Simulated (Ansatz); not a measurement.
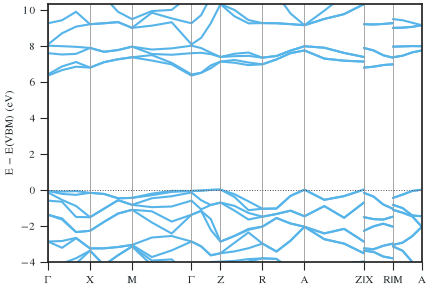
*Band structure from HSE06 in the plane-wave PAW code Ansatz*

Task: Read off the gap and where the band edges lie.

Result: About 6.3 eV (6.33 eV among the points solved); maximum at Z, minimum at Γ.

The material is HfO2 in space group P4_2/nmc (No. 137; Hf on 2a, O on 4d).

This is a known high-temperature phase of the composition, computed here at zero pressure and temperature. The cell was relaxed with HSE06 under the symmetry of its start; its stability against distortions is not shown here. No spin polarisation was allowed. The hybrid was solved on a coarse mesh, the path and, where they were found, the r²SCAN edge points; its band edges are the extreme levels among these. Scalar-relativistic: spin–orbit coupling is off unless named, which matters more the heavier the elements.

Potentials: the earlier of the program's two PAW sets.
